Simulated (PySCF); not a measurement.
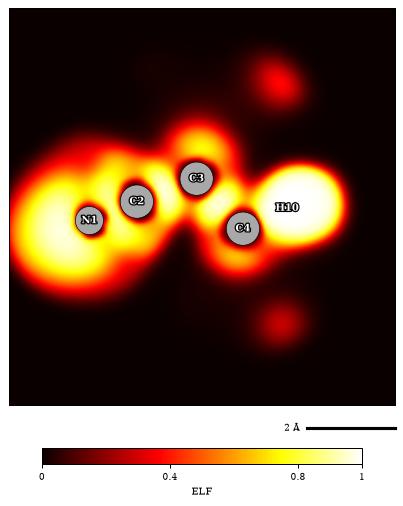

C6H11NSi (SMILES N#C[C@H]1CCCC[SiH2]1). Electron localisation function on the plane of atoms C2, C3 and C4. Grey discs cover the atomic cores.

Geometry: PBE0-D3(BJ)/def2-SVP.

These are results of B3LYP/def2-SVPD, SCF density, gas phase (PySCF 2.14.0), not measurements.

Input file:

```
{"job": {"kind": "uv", "xc": "B3LYP", "basis": "def2-SVPD", "dynamic": true, "nstates": 6, "ntriplets": 0}, "charge": 0, "multiplicity": 1}
N      2.133527    -0.077460     2.428993
C      1.910251    -0.031254     1.292068
C      1.561256     0.029038    -0.115650
C      0.962675    -1.304738    -0.617518
C     -0.349734    -1.694112     0.061043
C     -1.520416    -0.751011    -0.217961
C     -1.314940     0.674804     0.309779
Si     0.265753     1.418024    -0.381863
H      2.474615     0.273728    -0.683423
H      0.805552    -1.216276    -1.706579
H      1.704235    -2.107300    -0.474735
H     -0.183958    -1.763945     1.150976
H     -0.622143    -2.708779    -0.270207
H     -1.701832    -0.717872    -1.307792
H     -2.435141    -1.178586     0.225128
H     -1.225700     0.665135     1.410608
H     -2.181414     1.313206     0.072372
H      0.165673     1.631519    -1.860173
H      0.687483     2.682801     0.286643
```

Run with:

```sh
OMP_NUM_THREADS=1 python probes_run.py task.json out
```

**Interpret the plot.**

- Atoms in the plane: N, C and H.
- C–N (1.16 Å): the ELF peaks at about 0.85 between the atoms: a multiple bond.
- C–C (1.45 Å): the ELF peaks at about 0.95 between the atoms, as expected for a covalent bond.
- C–H (1.10 Å): the ELF climbs to about 1 towards the hydrogen, as it does in any bond to H (an ordinary covalent bond to hydrogen).
- C–C (1.55 Å): the ELF peaks at about 0.95 between the atoms (a covalent bond).
- The ELF also peaks beside N1, away from the bonds: lone-pair regions.
